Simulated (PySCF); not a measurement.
# C₅H₁₂OSi₂ (SMILES CC(C)O[SiH2]C#C[SiH3]): what the fields show

Input file:

```
{"job": {"kind": "nmr", "xc": "PBE0", "basis": "pcSseg-1"}, "charge": 0, "multiplicity": 1}
C     -1.530528    -0.583230     0.811123
C     -1.567506     0.674720    -0.037110
C     -2.970629     1.211455    -0.237816
O     -1.017413     0.397558    -1.320142
Si     0.526813     0.788239    -1.773615
C      1.771404    -0.096676    -0.742245
C      2.588855    -0.690600    -0.049416
Si     3.809989    -1.588107     0.985824
H     -0.497411    -0.939958     0.933878
H     -2.116003    -1.379709     0.326481
H     -1.954485    -0.395453     1.809221
H     -0.960164     1.456821     0.463350
H     -2.952086     2.120233    -0.856604
H     -3.589585     0.459495    -0.751190
H     -3.441448     1.453891     0.726727
H      0.677968     0.368581    -3.189444
H      0.778629     2.251433    -1.609645
H      4.232942    -2.836497     0.288175
H      3.182381    -1.935492     2.293809
H      4.999344    -0.718594     1.218232
```

Launched as:

```sh
OMP_NUM_THREADS=1 python probes_run.py task.json out
```

Geometry: PBE0-D3(BJ)/def2-SVP.

Level of theory: PBE0/pcSseg-1, SCF density, gas phase, non-relativistic (PySCF).

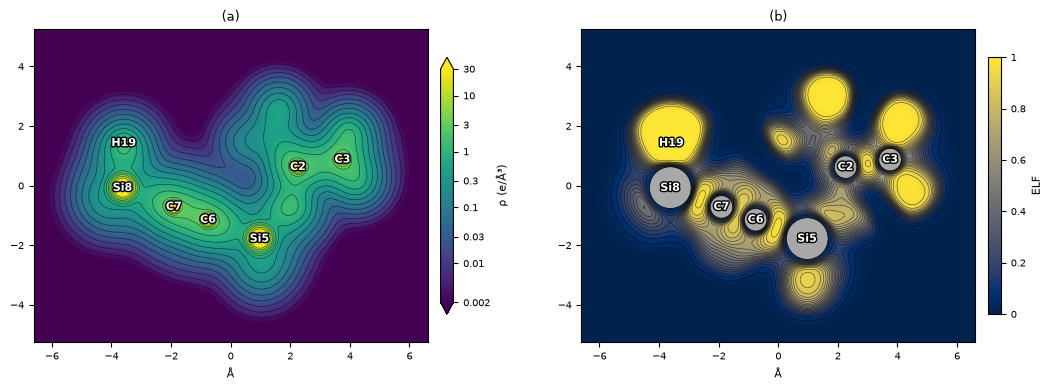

Figure 1. (a) total electron density; (b) electron localisation function on the plane of atoms C7, Si8 and H19. Grey discs cover the atomic cores in the ELF map.

Describe what can be read from this map.

- The plane passes through C, Si and H nuclei.
- C–C (1.23 Å): ρ at the midpoint is about 2.7 e/Å³; the ELF peaks at about 0.85 between the atoms (a short, multiple covalent bond).
- C–Si (1.84 Å): ρ is about 0.94 e/Å³ halfway; the ELF peaks at about 0.95 between the atoms, as expected for a covalent bond.
- Si–H (1.49 Å): ρ is about 0.79 e/Å³ halfway; the ELF climbs to about 1 towards the hydrogen, as it does in any bond to H.

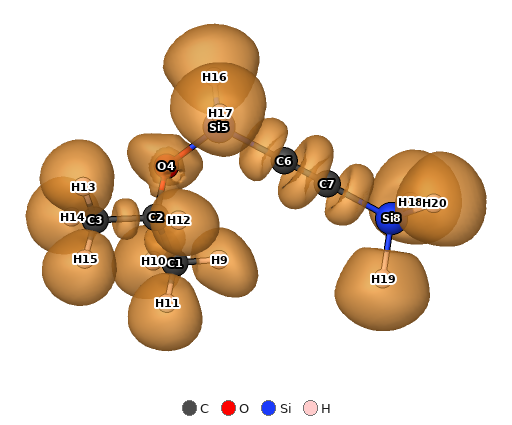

Figure 2. Isosurface of the electron localisation function at 0.75 (orange), seen at a tilt. Core shells and regions of very low density are left out.

Describe the localisation domains.

The surface consists of three regions between bonded C–C atoms (shared pairs), two regions between bonded C–Si atoms (shared pairs), twelve regions around hydrogen nuclei and one region on O in which the atom's valence shell and bonds are merged.


 C–O (1.42 Å): the ELF peaks at about 0.85 between the atoms (a shared but strongly polarised pair).

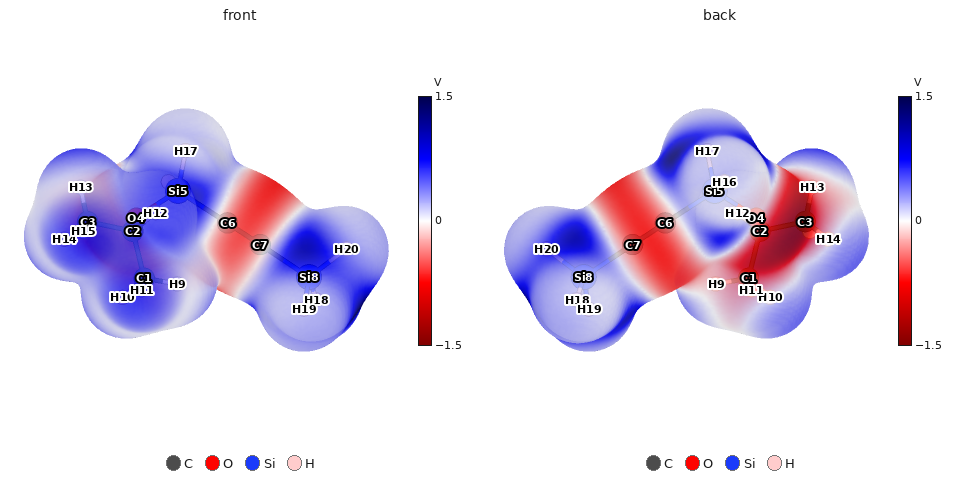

Figure 3. The molecular electrostatic potential painted on the density surface at 0.002 e/bohr³, seen from the front and from behind; the colour scale runs from red (negative) to blue (positive).

Where is the surface potential most negative and most positive?

The most negative region (about −1.3 V) lies over O4, the most positive (about +1.3 V) over Si5 and Si8. O4 is the likeliest acceptor of a hydrogen bond.
